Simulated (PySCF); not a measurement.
System: C$_{6}$H$_{12}$F (SMILES [CH2][C@H](CC)CCF) (doublet).

```xyz
19

C    -0.0157   -0.5335   -1.3397
C    -0.0198   -0.0688    0.0587
C    -1.2358    0.8532    0.3307
C    -2.5560    0.1133    0.1641
C     1.2698    0.7083    0.3821
C     2.4903   -0.1887    0.2459
F     3.6385    0.5226    0.5030
H    -0.2851   -1.5369   -1.6008
H     0.1646    0.1703   -2.1298
H    -0.0932   -0.9275    0.7345
H    -1.1988    1.6975   -0.3598
H    -1.1603    1.2440    1.3474
H    -3.3914    0.7780    0.3716
H    -2.6103   -0.7315    0.8474
H    -2.6551   -0.2612   -0.8519
H     1.3731    1.5517   -0.3029
H     1.2274    1.0997    1.4002
H     2.4675   -1.0155    0.9635
H     2.5805   -0.5832   -0.7716
```

Geometry: GFN2-xTB.

Level of theory: PySCF 2.14.0, density-fitted response routines, UKS B3LYP, pcH-1 on C F H, non-relativistic, mean-field spin-orbit, GIAO.

Question: Predict the electron density, electron localisation function and spin density between the atoms.

Answer: C–F (1.37 Å): ρ at the midpoint is about 2.4 e/Å³; the ELF peaks at about 0.85 between the atoms; a polar covalent bond.
C–H (1.09 Å): the density is about 1.8 e/Å³ at the midpoint; the ELF climbs to about 1 towards the hydrogen, as it does in any bond to H; an ordinary covalent bond to hydrogen.
C–C (1.52 Å): ρ is about 1.6 e/Å³ halfway; the ELF peaks at about 0.95 between the atoms (localised, covalent bonding).
The unpaired spin (1 electron) lies mostly on C1 (about 0.7) and H8 (about 0.1), in electrons by Hirshfeld's partition.

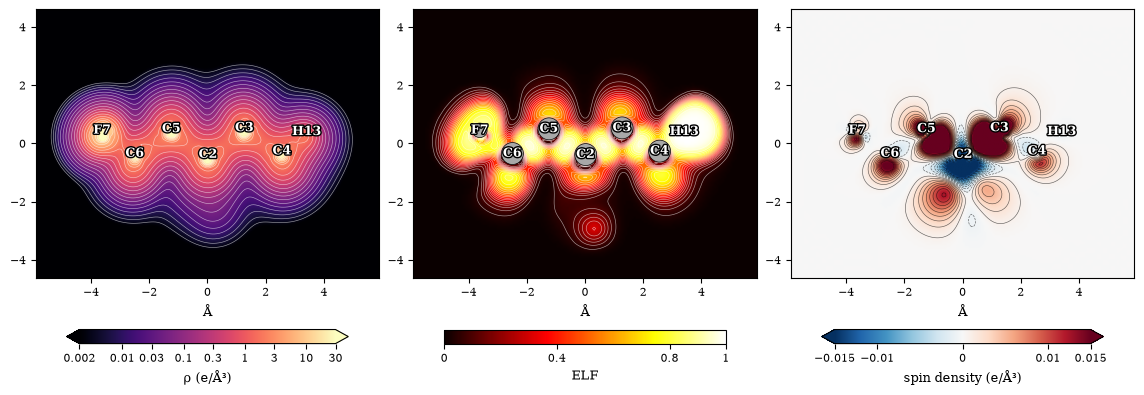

Computed electron density, electron localisation function and spin density on the plane of atoms C3, C2 and C5, in this order. Grey discs cover the atomic cores in the ELF map. 
